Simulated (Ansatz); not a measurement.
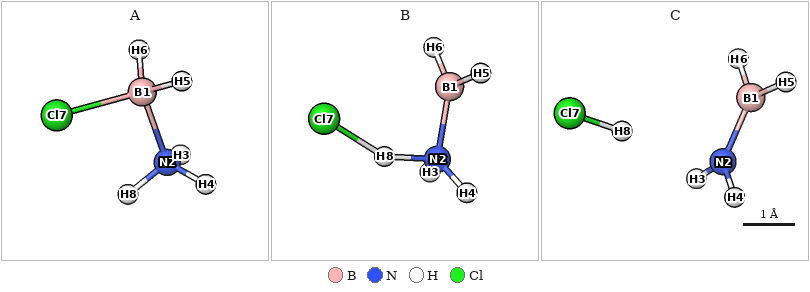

3 geometries from a converged minimum-energy path of BNH₅Cl, made up of BNH$_{4}$ and HCl, shuffled. A ball-and-stick model, seen at a tilt.

Method: RHF/def2-SVP in Ansatz 0.2.0. Run with 7 movable images; climbing image; force threshold 0.05 eV/Å; iteration limit 60; starting path through a guess of the saddle point.

### One of them is the converged climbing image. Which?

B. In order along the path, whose images run from 0 to 8: C (image 0, 0.00 eV), B (image 4, +1.03 eV), A (image 6, −0.38 eV). Breaking: Cl7–H8 (1.27 → 1.65 at the top → 2.90 Å). Forming: B1–Cl7 (4.06 → 2.81 at the top → 1.88 Å), N2–H8 (2.43 → 1.20 at the top → 1.01 Å).

Limits of the set-up: the start holds two separate molecules, 2.4 Å apart at their closest, whose relative position is a soft coordinate and is computed without a dispersion correction; Hartree-Fock leaves out electron correlation.

Cost: 81 s on 1 thread of Arm Neoverse V1, with other jobs on the host, peak memory 0.13 GiB.
